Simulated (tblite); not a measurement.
# C6H13BO2: the cost of one run

Programs: tblite 0.8.0 and PySCF 2.14.0, with density-fitted response routines of our own. Each step states its level of theory. These are calculated values for one molecule in the gas phase, unless marked as measured. Atoms count from 0, in the outputs and in this text.

## (1) The molecule as given

22 atoms, charge 0, multiplicity 1; geometry from: force field or distance geometry start.

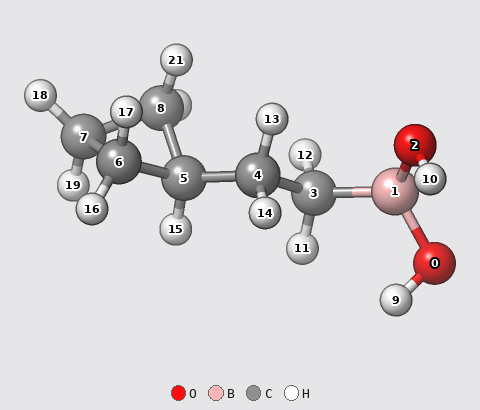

The starting geometry (oxygen red, boron pink, carbon grey, hydrogen white), atoms numbered.

## (2) Relaxing the molecule with GFN2-xTB

Job settings and geometry (Å):

```
{"job": {"kind": "relax", "xc": "GFN2-xTB", "basis": "xTB"}, "charge": 0, "multiplicity": 1}
O      3.887000    -0.393700     0.805400
B      2.857400    -0.541500    -0.268600
O      3.152600     0.254000    -1.465200
C      1.375000    -0.738500     0.232600
C      0.470500     0.404600    -0.155300
C     -0.896700     0.083800     0.370000
C     -1.974700     1.112000     0.083200
C     -2.903500    -0.103300     0.177000
C     -1.739500    -0.832100    -0.518100
H      3.443800     0.219200     1.488200
H      3.684600     1.050300    -1.166400
H      1.377500    -0.857500     1.347500
H      0.910400    -1.671300    -0.138800
H      0.499900     0.440200    -1.273700
H      0.904300     1.351100     0.206700
H     -0.881400    -0.223700     1.446700
H     -2.142800     1.883500     0.854800
H     -1.992900     1.445700    -0.971100
H     -3.836900    -0.035100    -0.378900
H     -2.939900    -0.443400     1.228800
H     -1.653500    -1.887800    -0.320800
H     -1.611500    -0.496900    -1.584700
```

On the command line:

```sh
OMP_NUM_THREADS=1 python probes_run.py task.json out
```

This one command runs all jobs of the session in turn.

**Question.** How long does this first job take on 1 thread of Intel Xeon at 2.50GHz, shared host, and how much memory does it need?

About 3.1 s, with a peak of 0.18 GiB.
